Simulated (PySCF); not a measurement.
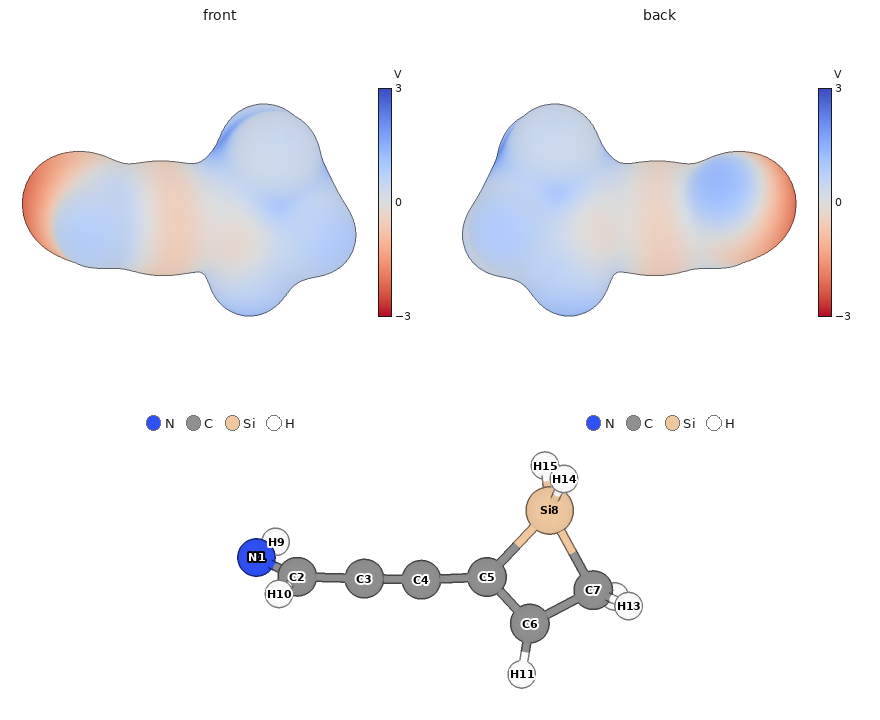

Figure. C6H7NSi (SMILES [H]/N=C\C#CC1=CC[SiH2]1). The molecular electrostatic potential painted on the density surface at 0.002 e/bohr³, seen from the front and from behind; the colour scale runs from red (negative) to blue (positive). The bare structure is drawn below in the same view.

Geometry: GFN2-xTB.

Theory: CAM-B3LYP/def2-SVPD, SCF density, gas phase (PySCF 2.14.0).

Input

```
{"job": {"kind": "uv", "xc": "CAM-B3LYP", "basis": "def2-SVPD", "nstates": 8, "ntriplets": 3}, "charge": 0, "multiplicity": 1}
N      4.269606     0.483654     0.198508
C      3.388922     0.508900    -0.708490
C      2.005587     0.275111    -0.556942
C      0.836504     0.031747    -0.336955
C     -0.517223    -0.146876    -0.091540
C     -1.334796    -1.182125    -0.357793
C     -2.685909    -0.774426     0.159858
Si    -1.899160     0.894593     0.718000
H      3.909688     0.269509     1.128887
H      3.728195     0.733652    -1.718201
H     -1.097693    -2.122176    -0.832817
H     -3.060120    -1.436216     0.941274
H     -3.448013    -0.735994    -0.618694
H     -2.316698     2.090269    -0.008944
H     -1.783304     1.118366     2.156478
```

Run with:

```sh
OMP_NUM_THREADS=1 python probes_run.py task.json out
```

Which sites attract a positive test charge, and which a negative one?

A positive charge is drawn to the negative regions and a negative charge to the positive ones. The most negative region (about −2.0 V, or −46 kcal/mol for a unit charge) lies over N1, the most positive (about +1.7 V, or +39 kcal/mol for a unit charge) over Si8. N1 is the likeliest acceptor of a hydrogen bond.
